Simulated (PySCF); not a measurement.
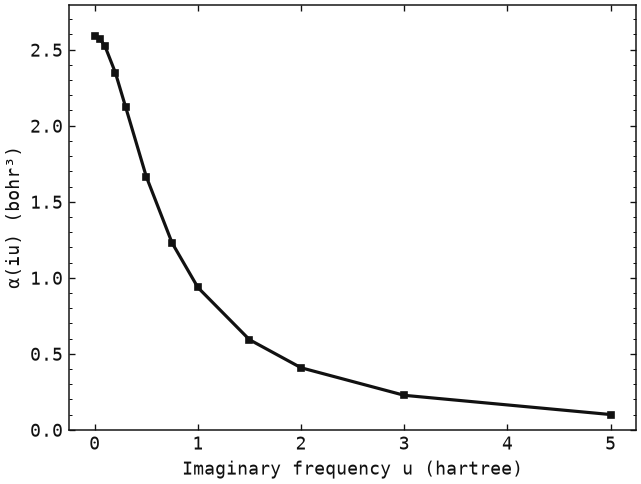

Dipole polarisability at imaginary frequency of an atom or ion with 5 electrons in the configuration [He] 2s² 2p. Coupled response at the PBE level; PySCF, aug-cc-pV5Z, non-relativistic, unrestricted single determinants, no spin-orbit coupling.

Question: Which species is it, and what does the curve give?

Answer: N²⁺ (nitrogen, Z = 7). The static dipole polarisability is 2.59 bohr³; α(iu) falls to half of it near u = 0.71 hartree. The Casimir–Polder integral gives C₆ = 3.67 hartree bohr⁶ for two such species.
